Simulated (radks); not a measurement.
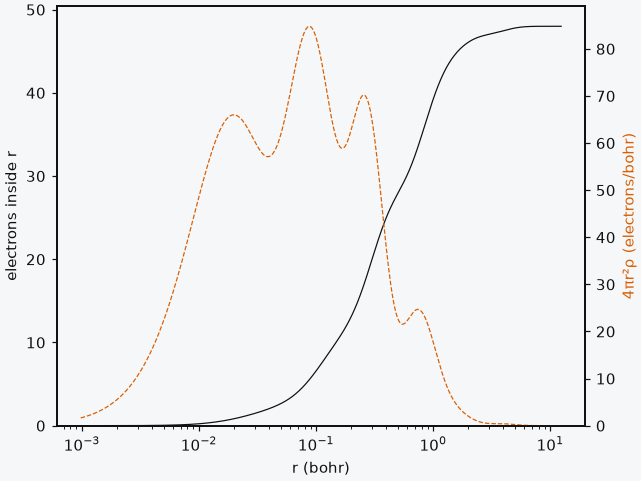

The antimony ion Sb³⁺ in the configuration [Kr] 4d9 5s2 6s1. Computed with the in-house radial solver radks: scalar-relativistic Kohn-Sham, revPBE, spin-unpolarised, spherical densities, point nucleus.

The plot shows the number of electrons inside radius r (solid) and the radial density 4πr²ρ (dashed).

> What does the plot show?

The count levels off at 48 electrons. Half of them lie within 0.375 bohr, 90 % within 1.32 bohr and 99 % within 4.14 bohr. The radial density has minima at 0.0389, 0.168 and 0.549 bohr, where the count stands at 2.0, 11.2 and 29.0; these part the shells that the density resolves.
